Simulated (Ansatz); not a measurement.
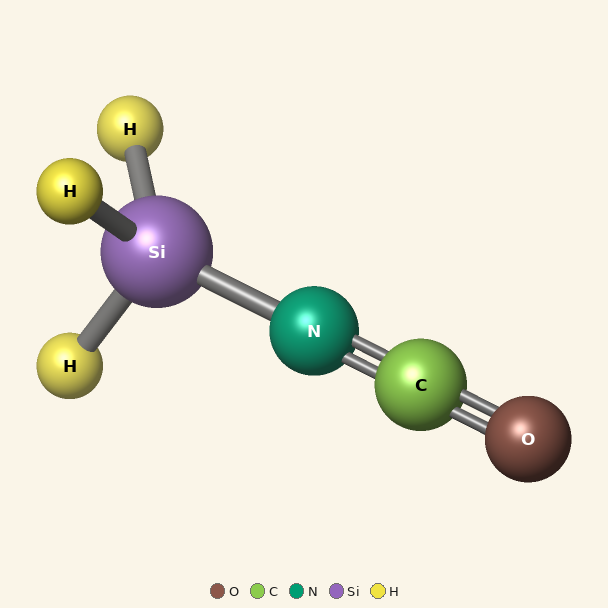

Geometry: moved along internal coordinates away from the minimum. Method: RHF-CCSD(T), frozen core/def2-TZVPP (Ansatz 0.2.0).

Question: What is the T1 diagnostic?

Answer: 0.015.
